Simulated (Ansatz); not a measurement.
# CCSDTQ/STO-3G run of BH2Cl (SMILES [H]B([H])Cl)

What is the electronic atomisation energy of BH2Cl at CCSDTQ/STO-3G? 

Program for the calculation: Ansatz 0.2.0.

49 further runs of the same task are left out: 49 set aside as unsound or not needed.

### 1 The system as given

BH2Cl: 4 atoms, total charge 0, spin state singlet. As SMILES, `[H]B([H])Cl`. The coordinates come from a GFN2-xTB relaxation.

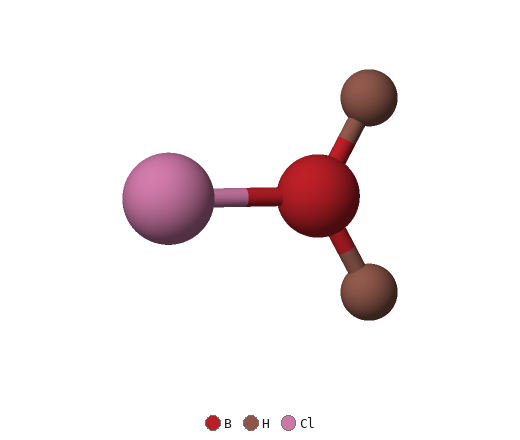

Viewed from a chosen angle; boron red, hydrogen brown, chlorine pink.

### 2 A single-point energy at CCSDTQ/STO-3G

molecule.yaml

```yaml
crystal:
  periodic: [false, false, false]
  atoms:
    - {symbol: B, position_ang: [0.069310, 0.114420, -0.000410]}
    - {symbol: H, position_ang: [1.240090, 0.070720, 0.015540]}
    - {symbol: H, position_ang: [-0.512130, 1.131590, -0.018950]}
    - {symbol: Cl, position_ang: [-0.797280, -1.316740, 0.003830]}
basis:
  gaussian: {orbitals: STO-3G}
correlation: {method: ccsdtq, frozen_orbitals: {B: 1, Cl: 5, H: 0}}
accuracy: high
scf: {omitted_lower_state_checks: [cluster_reference, increment]}
```

Launch:

```
$ ansatz run molecule.yaml --threads 1 --pin off --max-ram 2610MiB --events-out events.jsonl --progress --plain --runs-dir runs
```

Output, shortened:

```text
Warning: RAYON_NUM_THREADS=1 ignored (pool sized by the plan → 1); use --threads N
Functional definition: HF
  name "HF"
[...]
265 factors; integrals over basis functions are off by at most 3.4e-8 eV
[...]
mean field -13064.85531427 eV, -480.1245771223 hartree, gradient 7.7e-8 eV, S^2 0.000000; 0 other end points of the search recorded, 0 dependent functions left out
6 core orbitals not correlated: weight in the atoms' cores, before any rotation towards them, 1.000 or more for the frozen orbitals, at most 0.000 for the correlated occupied ones
reference -13064.85531427 eV, -480.1245771223 hartree; 6, 6 occupied and 4, 4 virtual orbitals, 265 factors
second order -1.18309035 eV of doubles, -0.00000000 eV of singles
cycle   1  -1.42650309 eV  change   -2.4e-1 eV  update   5.6e-2
[...]
cycle  20  -1.62458373 eV  change   5.5e-10 eV  update   1.0e-9
Total energy: -13066.47989800 eV, -480.1842794732 hartree
Checks for a lower state left out: cluster_reference, increment
```

Wall time 1.5 s (1 thread of Arm Neoverse V1, shared host).

### 3 The B atom at the same level

input.yaml

```yaml
crystal:
  periodic: [false, false, false]
  atoms:
    - symbol: B
      position_ang: [0.000000, 0.000000, 0.000000]
basis:
  gaussian:
    orbitals: STO-3G
accuracy: high
scf:
  omitted_lower_state_checks: [cluster_reference, increment]
correlation:
  method: ccsdtq
  frozen_orbitals: {B: 1}
magnetization:
  spin_polarized: true
  initial_magnetization: 1
```

Run the same way, it converges to -24.18899 Eh (log not shown).

### 4 The Cl atom, same level

in.yaml

```yaml
crystal:
  periodic: [false, false, false]
  atoms:
    - {symbol: Cl, position_ang: [0.000000, 0.000000, 0.000000]}
basis:
  gaussian:
    orbitals: STO-3G
total_charge: 0
magnetization:
  spin_polarized: true
  initial_magnetization: 1
correlation:
  method: ccsdtq
  frozen_orbitals: {Cl: 5}
accuracy: high
scf:
  omitted_lower_state_checks: [cluster_reference, increment]
```

Run the same way, it converges to -454.54219 Eh (log not shown).

### 5 The H atom: a single-point energy at UHF/STO-3G

run.yaml

```yaml
basis:
  gaussian: {orbitals: STO-3G}
crystal:
  periodic: [false, false, false]
  atoms:
    - {symbol: H, position_ang: [0.000000, 0.000000, 0.000000]}
total_charge: 0
magnetization: {spin_polarized: true, initial_magnetization: 1}
hamiltonian: {xc: hf}
accuracy: high
```

Run the same way, it converges to -0.46658 Eh (log not shown).

### 6 Summary of results

Level: CCSDTQ/STO-3G, 6 core orbitals frozen.

| quantity | value |
| --- | --- |
| molecule: total energy | -480.18428 Eh |
| molecule: correlation energy (6 core orbitals frozen) | -59.7 mEh |
| molecule: T1 diagnostic | 0.013 |
| B atom: total energy | -24.18899 Eh |
| B atom: correlation energy (1 core orbital frozen) | -40.0 mEh |
| B atom: ⟨S²⟩ of the reference determinant | 0.750 |
| B atom: T1 diagnostic | 0.000 |
| Cl atom: total energy | -454.54219 Eh |
| Cl atom: correlation energy (5 core orbitals frozen) | 0.0 mEh |
| Cl atom: ⟨S²⟩ of the reference determinant | 0.750 |
| Cl atom: T1 diagnostic | 0.000 |
| H atom: total energy | -0.46658 Eh |
| H atom: ⟨S²⟩ | 0.750 |
| electronic atomisation energy | 14.148 eV |

In words: Taking the molecule apart into free atoms costs 14.15 eV (326 kcal/mol), before zero-point energy and without spin-orbit coupling. In a minimal basis such a difference can be off by several eV, whatever the method.
